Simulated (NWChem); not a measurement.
# One shape, several levels: [PH2]− (phosphanide)

Aim: a comparison of 5 runs (HF/3-21G, HF/def2-SVP, HF/def2-TZVP, r2SCAN/6-311+G**, B3LYP/6-31G*) of [PH2]− (phosphanide). 

Program for the calculation: NWChem 7.3.0.

## Step 1: The structure to begin with

The species is [PH2]− (3 atoms), meant as a singlet with charge -1. As SMILES, `[PH2-]`. The shape is that of a GFN2-xTB optimisation.

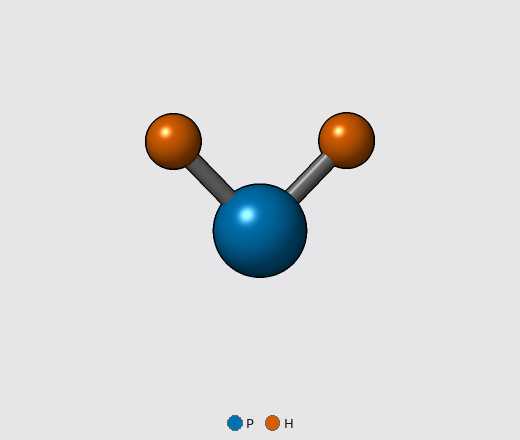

Viewed from a chosen angle; phosphorus blue, hydrogen orange.

## Step 2: Energy and forces at HF/3-21G (run 1)

The input, nw.nw:

```
start nw
title "phosphanide"
memory total 2200 mb
charge -1

geometry units au noautosym nocenter noautoz
  P      0.94282216    -0.55478580     0.46307739
  H      0.19953618     1.87124460     0.31205047
  H     -1.14233944    -1.31647770    -0.77512786
end

basis spherical bse
  * library 3-21G
end

scf
  thresh 1e-08
  maxiter 80
end

task scf gradient
```

Run with:

```sh
$ nwchem nw.nw > nw.out
```

Output:

```text
[...]
  functions       =    17
[...]
  wavefunction    = RHF
[...]
         Total SCF energy =   -340.100865133551
      One-electron energy =   -500.151860031440
      Two-electron energy =    147.972801712927
 Nuclear repulsion energy =     12.078193184963
        Time for solution =      0.1s
[...]
                         RHF ENERGY GRADIENTS
    atom               coordinates                        gradient
                 x          y          z           x          y          z
   1 P       0.942822  -0.554786   0.463077   -0.052240   0.030756  -0.025657
   2 H       0.199536   1.871245   0.312050    0.010920  -0.051505   0.000511
   3 H      -1.142339  -1.316478  -0.775128    0.041321   0.020749   0.025146
[...]
```

It took 0.81 s on 1 thread of Intel Xeon 6975P-C (Granite Rapids), shared host; peak memory 0.096 GiB.

## Step 3: Energy and forces at HF/def2-SVP (run 2)

The input, job.nw:

```
start job
title "H2P gradient"
memory stack 880 mb heap 220 mb global 1100 mb
charge -1
geometry noautosym nocenter noautoz
  P        0.498920      -0.293580       0.245050
  H        0.105590       0.990220       0.165130
  H       -0.604500      -0.696650      -0.410180
end
basis spherical bse
  * library def2-SVP
end
scf
  thresh 1e-08
  maxiter 80
end
task scf gradient
```

Run with:

```sh
$ nwchem job.nw > job.out
```

Output:

```text
[...]
  functions       =    28
[...]
  wavefunction    = RHF
[...]
         Total SCF energy =   -341.733166829485
      One-electron energy =   -502.106431372646
      Two-electron energy =    148.295070488934
 Nuclear repulsion energy =     12.078194054227
        Time for solution =      0.4s
[...]
                         RHF ENERGY GRADIENTS
    atom               coordinates                        gradient
                 x          y          z           x          y          z
   1 P       0.942822  -0.554786   0.463077   -0.047152   0.027762  -0.023158
   2 H       0.199536   1.871244   0.312050    0.010470  -0.045031   0.000959
   3 H      -1.142339  -1.316478  -0.775128    0.036681   0.017269   0.022199
[...]
```

It took 1.1 s on 1 thread of Intel Xeon 6975P-C (Granite Rapids), shared host; peak memory 0.099 GiB.

Runs 3 to 4 aren't shown in full; the table further down has their settings and results.

## Step 4: Energy and forces at B3LYP/6-31G(d) (spherical functions) (run 5)

The input, sp.nw:

```
start sp
title "H2P gradient"
memory total 2200 mb
charge -1

geometry units angstrom noautosym nocenter noautoz
  P     0.498920   -0.293580    0.245050
  H     0.105590    0.990220    0.165130
  H    -0.604500   -0.696650   -0.410180
end

basis spherical bse
  * library 6-31G*
end

dft
  xc b3lyp
  grid xfine
  convergence energy 1e-08
  maxiter 100
  mulliken
end

task dft gradient
```

Run with:

```sh
$ nwchem sp.nw > sp.out
```

Output:

```text
[...]
          Wavefunction type:  closed shell.
          No. of atoms     :     3
          No. of electrons :    18
[...]
          Charge           :    -1
          Spin multiplicity:     1
[...]
          AO basis - number of functions:    22
[...]
              XC Information
              --------------
                         B3LYP Method XC Potential
                     Hartree-Fock (Exact) Exchange  0.200
                        Slater Exchange Functional  0.800 local
                    Becke 1988 Exchange Functional  0.720 non-local
              Lee-Yang-Parr Correlation Functional  0.810
                  VWN I RPA Correlation Functional  0.190 local
[...]
 d= 0,ls=0.0,diis     1   -342.3455520759 -3.54D+02  9.64D-02  1.21D+00     0.5
[...]
 d= 0,ls=0.0,diis     7   -342.5176439085 -6.84D-10  2.44D-07  2.50D-11     2.5
         Total DFT energy =     -342.517643908477
      One electron energy =     -502.156053058978
           Coulomb energy =      171.807679983006
    Exchange-Corr. energy =      -24.247464886733
 Nuclear repulsion energy =       12.078194054227
[...]
      Total Density - Mulliken Population Analysis
     ---------------------------------------------
    Atom       Charge   Shell Charges
 -----------   ------   -------------------------------------------------------
    1 P   15    15.85   2.00  2.00  5.97  1.14  2.34  0.65  1.69  0.07
    2 H    1     1.07   0.53  0.54
    3 H    1     1.07   0.53  0.54
[...]
  wavefunction    = closed shell
                         DFT ENERGY GRADIENTS
    atom               coordinates                        gradient
                 x          y          z           x          y          z
   1 P       0.942822  -0.554786   0.463077   -0.050248   0.029583  -0.024678
   2 H       0.199536   1.871244   0.312050    0.012120  -0.045700   0.001802
   3 H      -1.142339  -1.316478  -0.775128    0.038128   0.016117   0.022877
[...]
```

Wall time 3.6 s (1 thread of Intel Xeon 6975P-C (Granite Rapids), shared host); peak memory 0.12 GiB.

## Step 5: The series

| run | level | iteration cap | module | energy (Eh) | HOMO energy (eV) | LUMO energy (eV) | HOMO–LUMO gap (eV) | wall time |
| --- | --- | --- | --- | --- | --- | --- | --- | --- |
| 1 | HF/3-21G | 80 | scf | -340.100865 | -0.40 | 12.42 | 12.82 | 0.81 s |
| 2 | HF/def2-SVP | 80 | scf | -341.733167 | -0.18 | 12.18 | 12.36 | 1.1 s |
| 3 | HF/def2-TZVP | 80 | scf | -341.868123 | -0.71 | 9.99 | 10.71 | 3.9 s |
| 4 | r2SCAN/6-311+G** | 100 | dft | -342.515269 | – | – | – | 7.5 s |
| 5 | B3LYP/6-31G* (spherical functions) | 100 | dft | -342.517644 | 2.17 | 8.10 | 5.93 | 3.6 s |

## Step 6: Results

```
                                                    quantity          value
                                         run 5: total energy  -342.51764 Eh
                                          run 5: HOMO energy        2.17 eV
                                          run 5: LUMO energy        8.10 eV
run 5: HOMO–LUMO gap (to an unbound level, set by the basis)        5.93 eV
                             run 5: largest force on an atom     3.256 eV/Å
```

In words: Over runs 1, 2, 3, 5 the HOMO–LUMO gap runs from 5.93 eV (B3LYP/6-31G*) to 12.82 eV (HF/3-21G). The two ends differ in method and basis. The empty levels of an anion lie above zero and hang on the basis. Totals of different functionals can't be ranked against each other. In run 5 the HOMO lies above zero, so the outermost electron may be held by the basis alone. All runs together took 17 s, the longest 7.5 s.
